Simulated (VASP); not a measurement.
Data:

```
CELL_PARAMETERS angstrom
      2.44465     0.00000     0.00000
     -1.22233     2.11713     0.00000
      0.00000     0.00000     3.96583
ATOMIC_POSITIONS crystal
  Mn 0.33333 0.66667 0.25000
  Mn 0.66667 0.33333 0.75000
```

Computed with PBEsol GGA, VASP's PBE PAW potentials (set 64) (plane waves; VASP). Run with 400 eV cut-off, 19×19×10 Γ-centred mesh, tetrahedra with Blöchl corrections, potentials Mn_pv.

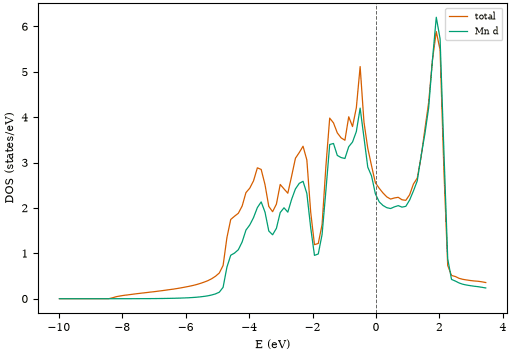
Figure: Total and projected density of states, zero at the Fermi level

Within 2 eV below the Fermi level the largest weight inside VASP's projection spheres is Mn d.

It has no gap at this level: it comes out as a metal or semimetal.

The structure was generated: Mn was put into the hcp type (P6_3/mmc), which need not be its known phase. It was relaxed first, which changed the volume by -11 %. The run is not spin-polarised, so no magnetic state was tried.
